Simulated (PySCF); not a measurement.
CH3Br2FSi, SMILES Br[Si](C)(Br)F at its B3LYP/def2-SVP optimised geometry (Å):

```
8

C     -0.5697     0.6119     0.0000
Si     0.0484    -1.1379     0.0000
F      1.6697    -1.1379     0.0000
Br    -0.6029    -2.2348    -1.8234
Br    -0.6038    -2.2349     1.8231
H     -0.2053     1.1371     0.8969
H     -1.6697     0.6353    -0.0016
H     -0.2027     1.1379    -0.8954
```

Method: B3LYP/def2-TZVP in PySCF.

Map of the log10 of the electron density (e/bohr³), floored at −4 on the plane z = 1.2 Å:

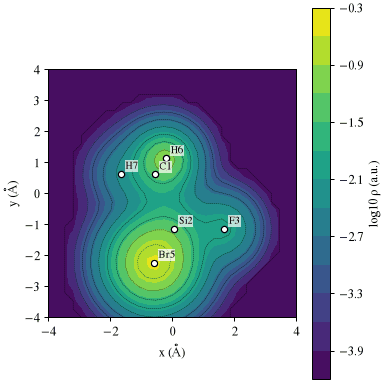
Figure: Log10 of the electron density (e/bohr³), floored at −4 on the plane z = 1.2 Å.
